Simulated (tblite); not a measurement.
# C2H7B2F3Si: geometry relaxation (part 4 of 4)

C2H7B2F3Si, SMILES B[SiH](B)CC(F)(F)F; GFN2-xTB geometry optimisation, gas phase (tblite 0.8.0). It belongs to a series of runs on one base structure; here: CH2 inserted into a Si-C bond.

## Trajectory as extended XYZ, continued
```
15
Properties=species:S:1:pos:R:3:forces:R:3 step=73 energy=-713.08426
B    -1.7506    1.3565    1.3044   -0.0070   0.0230   0.0030
Si   -0.6339   -0.1249    0.6690   -0.0040  -0.0100  -0.0030
B    -1.5557   -1.0969   -0.7684   -0.0160  -0.0010   0.0100
C     1.0207    0.6118   -0.0447    0.0120   0.0030   0.0020
C     1.9272   -0.4763   -0.5118   -0.0060   0.0000  -0.0080
F     2.3093   -1.3056    0.4754   -0.0150   0.0120   0.0000
F     1.3580   -1.2625   -1.4505    0.0050  -0.0090  -0.0080
F     3.0719   -0.0267   -1.0703   -0.0070   0.0130   0.0060
H    -1.6257    2.4536    0.9204   -0.0050  -0.0110   0.0020
H    -2.6313    1.1490    2.0435    0.0050  -0.0040  -0.0010
H    -0.1255   -0.9731    1.7750   -0.0040   0.0010  -0.0050
H    -2.1578   -2.0745   -0.5529    0.0060  -0.0030  -0.0040
H    -1.5959   -0.6746   -1.8582    0.0020  -0.0050   0.0030
H     1.5649    1.1940    0.6961    0.0190  -0.0030   0.0080
H     0.8199    1.2583   -0.8976    0.0160  -0.0070  -0.0050
15
Properties=species:S:1:pos:R:3:forces:R:3 step=75 energy=-713.08441
B    -1.7522    1.3551    1.3010   -0.0030   0.0010   0.0020
Si   -0.6316   -0.1261    0.6713   -0.0090   0.0020   0.0000
B    -1.5566   -1.0952   -0.7658   -0.0070   0.0030   0.0090
C     1.0233    0.6119   -0.0402    0.0120   0.0010  -0.0050
C     1.9270   -0.4757   -0.5141    0.0000  -0.0010  -0.0020
F     2.3083   -1.3094    0.4694   -0.0070   0.0040   0.0070
F     1.3570   -1.2581   -1.4555    0.0050   0.0050  -0.0060
F     3.0719   -0.0243   -1.0708   -0.0070   0.0080   0.0020
H    -1.6420    2.4466    0.8994    0.0010   0.0090  -0.0050
H    -2.6236    1.1514    2.0514   -0.0020  -0.0080   0.0060
H    -0.1231   -0.9758    1.7758   -0.0050   0.0010  -0.0030
H    -2.1685   -2.0655   -0.5473   -0.0010  -0.0120  -0.0020
H    -1.5879   -0.6788   -1.8580    0.0000  -0.0020   0.0020
H     1.5704    1.1892    0.7025    0.0120  -0.0090   0.0040
H     0.8231    1.2627   -0.8897    0.0110  -0.0010  -0.0090
15
Properties=species:S:1:pos:R:3:forces:R:3 step=76 energy=-713.08445
B    -1.7527    1.3550    1.3001    0.0000  -0.0090   0.0010
Si   -0.6311   -0.1263    0.6719   -0.0050   0.0080  -0.0010
B    -1.5573   -1.0947   -0.7647   -0.0050   0.0020   0.0050
C     1.0243    0.6120   -0.0390    0.0030   0.0000  -0.0040
C     1.9270   -0.4755   -0.5148    0.0020   0.0010   0.0020
F     2.3077   -1.3103    0.4680   -0.0040   0.0000   0.0060
F     1.3571   -1.2568   -1.4573    0.0040   0.0080  -0.0030
F     3.0719   -0.0233   -1.0706   -0.0030   0.0040   0.0000
H    -1.6463    2.4446    0.8933    0.0010   0.0150  -0.0060
H    -2.6215    1.1518    2.0535   -0.0030  -0.0070   0.0080
H    -0.1227   -0.9768    1.7757   -0.0050   0.0010  -0.0020
H    -2.1713   -2.0635   -0.5457   -0.0020  -0.0130  -0.0010
H    -1.5865   -0.6800   -1.8577   -0.0010  -0.0010   0.0030
H     1.5724    1.1878    0.7044    0.0090  -0.0120   0.0000
H     0.8245    1.2640   -0.8876    0.0100   0.0010  -0.0080
15
Properties=species:S:1:pos:R:3:forces:R:3 step=78 energy=-713.08456
B    -1.7532    1.3553    1.2994    0.0030  -0.0140   0.0000
Si   -0.6312   -0.1254    0.6710    0.0040   0.0110  -0.0030
B    -1.5596   -1.0946   -0.7635   -0.0020  -0.0030  -0.0040
C     1.0259    0.6129   -0.0385   -0.0150   0.0010  -0.0010
C     1.9270   -0.4752   -0.5149    0.0030   0.0040   0.0050
F     2.3054   -1.3104    0.4684    0.0030  -0.0070  -0.0010
F     1.3583   -1.2551   -1.4590    0.0020   0.0080   0.0020
F     3.0723   -0.0221   -1.0687    0.0090  -0.0020  -0.0020
H    -1.6481    2.4438    0.8891   -0.0040   0.0160  -0.0010
H    -2.6202    1.1513    2.0547   -0.0020  -0.0010   0.0050
H    -0.1226   -0.9785    1.7725   -0.0050   0.0030   0.0020
H    -2.1713   -2.0649   -0.5435   -0.0010  -0.0080   0.0010
H    -1.5911   -0.6812   -1.8571   -0.0010   0.0000   0.0060
H     1.5756    1.1862    0.7061   -0.0010  -0.0130  -0.0040
H     0.8283    1.2661   -0.8867    0.0060   0.0030  -0.0040
15
Properties=species:S:1:pos:R:3:forces:R:3 step=80 energy=-713.08462
B    -1.7528    1.3558    1.3003    0.0010   0.0030   0.0000
Si   -0.6319   -0.1238    0.6686    0.0010   0.0010  -0.0020
B    -1.5608   -1.0956   -0.7643   -0.0010  -0.0050  -0.0010
C     1.0254    0.6139   -0.0401   -0.0040  -0.0010  -0.0030
C     1.9269   -0.4750   -0.5136    0.0030   0.0000  -0.0010
F     2.3038   -1.3092    0.4712    0.0040  -0.0040  -0.0050
F     1.3591   -1.2556   -1.4576    0.0000   0.0020  -0.0010
F     3.0729   -0.0229   -1.0670    0.0080  -0.0030   0.0030
H    -1.6430    2.4466    0.8957   -0.0080   0.0020   0.0060
H    -2.6225    1.1501    2.0526    0.0040   0.0020   0.0000
H    -0.1231   -0.9784    1.7690   -0.0050   0.0050   0.0030
H    -2.1661   -2.0700   -0.5436    0.0010  -0.0020   0.0000
H    -1.5984   -0.6809   -1.8570    0.0000   0.0000   0.0030
H     1.5752    1.1865    0.7048   -0.0050  -0.0050  -0.0010
H     0.8308    1.2664   -0.8896    0.0020   0.0040   0.0000
15
Properties=species:S:1:pos:R:3:forces:R:3 step=81 energy=-713.08464
B    -1.7527    1.3558    1.3004   -0.0010   0.0080   0.0000
Si   -0.6320   -0.1236    0.6681   -0.0020  -0.0010  -0.0020
B    -1.5609   -1.0959   -0.7645    0.0000  -0.0040   0.0010
C     1.0252    0.6140   -0.0404    0.0030  -0.0020  -0.0040
C     1.9270   -0.4749   -0.5134    0.0020  -0.0020  -0.0030
F     2.3037   -1.3092    0.4714    0.0030  -0.0020  -0.0040
F     1.3591   -1.2555   -1.4573    0.0010   0.0010  -0.0030
F     3.0732   -0.0231   -1.0668    0.0050  -0.0030   0.0040
H    -1.6425    2.4471    0.8967   -0.0080  -0.0020   0.0060
H    -2.6227    1.1500    2.0524    0.0040   0.0010  -0.0010
H    -0.1231   -0.9781    1.7687   -0.0040   0.0050   0.0030
H    -2.1655   -2.0707   -0.5436    0.0010  -0.0020   0.0000
H    -1.5992   -0.6808   -1.8569   -0.0010   0.0000   0.0010
H     1.5749    1.1863    0.7047   -0.0040  -0.0010   0.0010
H     0.8312    1.2664   -0.8901    0.0010   0.0040   0.0010
15
Properties=species:S:1:pos:R:3:forces:R:3 step=83 energy=-713.08468
B    -1.7530    1.3558    1.2995   -0.0030   0.0130   0.0000
Si   -0.6318   -0.1234    0.6676   -0.0080  -0.0040   0.0000
B    -1.5615   -1.0965   -0.7641    0.0040   0.0010   0.0060
C     1.0254    0.6140   -0.0404    0.0160  -0.0030  -0.0030
C     1.9274   -0.4746   -0.5137    0.0020  -0.0050  -0.0070
F     2.3038   -1.3104    0.4701   -0.0010   0.0010  -0.0010
F     1.3591   -1.2539   -1.4584    0.0040  -0.0030  -0.0080
F     3.0745   -0.0231   -1.0660   -0.0020  -0.0010   0.0040
H    -1.6463    2.4470    0.8944   -0.0040  -0.0040   0.0040
H    -2.6209    1.1504    2.0539    0.0030  -0.0030   0.0000
H    -0.1234   -0.9774    1.7688   -0.0030   0.0050   0.0020
H    -2.1668   -2.0706   -0.5425    0.0000  -0.0030  -0.0010
H    -1.5991   -0.6813   -1.8563   -0.0030  -0.0010  -0.0040
H     1.5752    1.1842    0.7059   -0.0030   0.0070   0.0050
H     0.8330    1.2679   -0.8894   -0.0010   0.0010   0.0030
15
Properties=species:S:1:pos:R:3:forces:R:3 step=84 energy=-713.08470
B    -1.7533    1.3560    1.2988   -0.0030   0.0080   0.0000
Si   -0.6316   -0.1232    0.6675   -0.0060  -0.0020   0.0000
B    -1.5622   -1.0968   -0.7633    0.0050   0.0020   0.0040
C     1.0260    0.6138   -0.0402    0.0150  -0.0030   0.0000
C     1.9279   -0.4746   -0.5143    0.0010  -0.0050  -0.0060
F     2.3038   -1.3116    0.4685   -0.0040   0.0000  -0.0010
F     1.3595   -1.2524   -1.4601    0.0060  -0.0040  -0.0090
F     3.0755   -0.0229   -1.0654   -0.0040  -0.0010   0.0010
H    -1.6506    2.4464    0.8910   -0.0010   0.0000   0.0010
H    -2.6190    1.1507    2.0556    0.0010  -0.0040   0.0030
H    -0.1238   -0.9771    1.7691   -0.0020   0.0060   0.0020
H    -2.1687   -2.0701   -0.5414    0.0000  -0.0020   0.0000
H    -1.5984   -0.6821   -1.8557   -0.0040  -0.0020  -0.0040
H     1.5760    1.1824    0.7073   -0.0030   0.0100   0.0060
H     0.8345    1.2694   -0.8881   -0.0010  -0.0030   0.0040
15
Properties=species:S:1:pos:R:3:forces:R:3 step=86 energy=-713.08474
B    -1.7539    1.3568    1.2980   -0.0020  -0.0060  -0.0010
Si   -0.6317   -0.1228    0.6675    0.0020   0.0030  -0.0020
B    -1.5631   -1.0970   -0.7620    0.0040   0.0010  -0.0040
C     1.0275    0.6134   -0.0397    0.0000  -0.0010   0.0060
C     1.9287   -0.4748   -0.5155    0.0000   0.0000  -0.0010
F     2.3036   -1.3133    0.4665   -0.0070  -0.0050  -0.0020
F     1.3606   -1.2505   -1.4632    0.0070  -0.0020  -0.0060
F     3.0770   -0.0226   -1.0644   -0.0010   0.0000  -0.0050
H    -1.6566    2.4457    0.8860    0.0010   0.0080  -0.0010
H    -2.6164    1.1508    2.0581   -0.0010  -0.0020   0.0050
H    -0.1248   -0.9767    1.7695   -0.0010   0.0060   0.0020
H    -2.1711   -2.0695   -0.5397    0.0030   0.0020   0.0000
H    -1.5980   -0.6833   -1.8551   -0.0040  -0.0040  -0.0010
H     1.5772    1.1802    0.7094   -0.0010   0.0060   0.0040
H     0.8365    1.2715   -0.8860    0.0000  -0.0070   0.0030
```

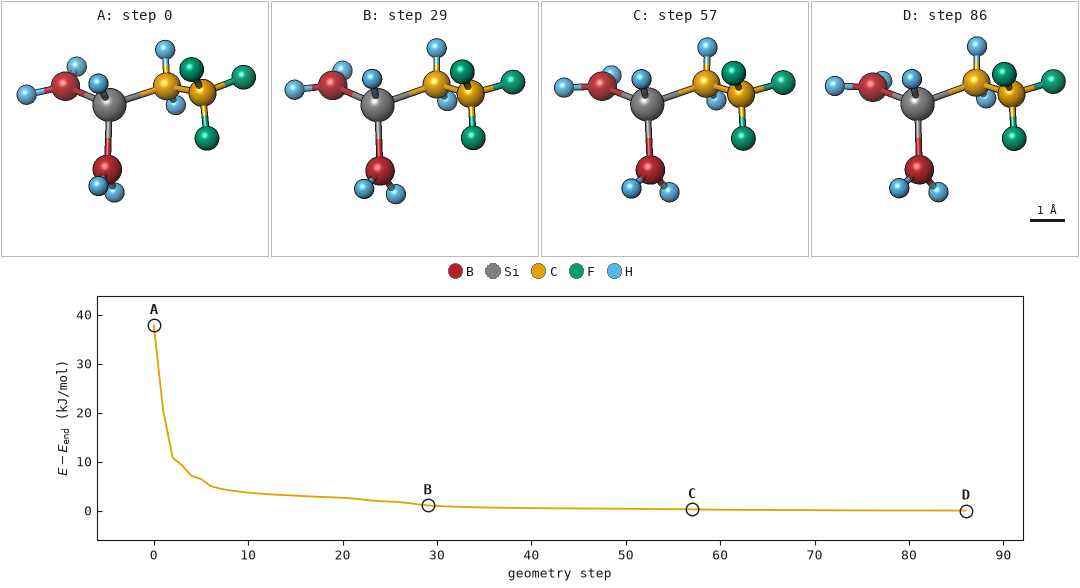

Frames of the relaxation (ball-and-stick view, seen at a tilt) above the curves, on which the letters mark them (steps are counted from 0).

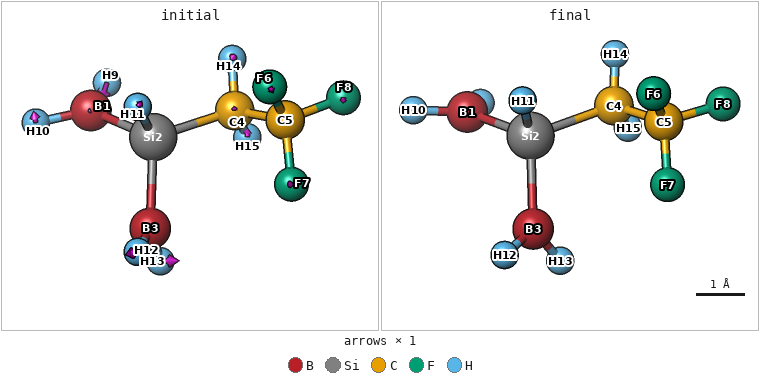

Before (left) and after (right) the relaxation, at one scale (ball-and-stick view, seen at a tilt). The pink arrows give the displacements, at true length. Over 86 geometry steps the energy falls by 37.8 kJ/mol. Largest force component: 1.6 eV/Å at the start, 0.008 eV/Å at the end. The atom that moves furthest after the best rigid fit is H9 (0.48 Å). By element the largest moves are H 0.48 Å, F 0.16 Å, C 0.11 Å, B 0.08 Å, Si 0.07 Å. Distances before and after: Si2–C4 1.884 → 1.948 Å, C4–C5 1.531 → 1.491 Å, C5–F7 1.388 → 1.350 Å, B1–Si2 1.929 → 1.961 Å. Among the angles that change: C4–Si2–H11 109.7° → 101.3°, B3–Si2–H11 109.2° → 114.7°, C4–C5–F8 108.7° → 113.5°. (Atoms are counted from 1 in the order of the input.)

The run was set up as follows.

## Input
```
{"job": {"kind": "relax", "xc": "GFN2-xTB", "basis": "xTB"}, "charge": 0, "multiplicity": 1}
B     -1.675200     1.349500     1.283700
Si    -0.607800    -0.105900     0.602200
B     -1.611800    -1.071000    -0.731400
C      0.982800     0.588200    -0.132300
C      1.984700    -0.515400    -0.483200
F      2.310000    -1.259800     0.625300
F      1.458300    -1.345400    -1.462900
F      3.141700     0.076000    -0.984400
H     -1.293700     2.461100     1.187200
H     -2.731600     1.129000     1.795200
H     -0.283400    -1.019100     1.721600
H     -1.869300    -2.216000    -0.583800
H     -1.983000    -0.506200    -1.701200
H      1.448700     1.261600     0.619500
H      0.725200     1.181300    -1.026200
```

The first line tells a small driver script what to run in tblite; the rest is the geometry in Å.

Launch command:
```bash
OMP_NUM_THREADS=1 python <driver script> task.json out
```

## Summary

| quantity | value |
| --- | --- |
| outcome | converged |
| total energy | −713.0847 eV |
| hardware | 1 CPU thread, shared host |
| wall time | 0.97 s |
| peak memory | 0.18 GiB |
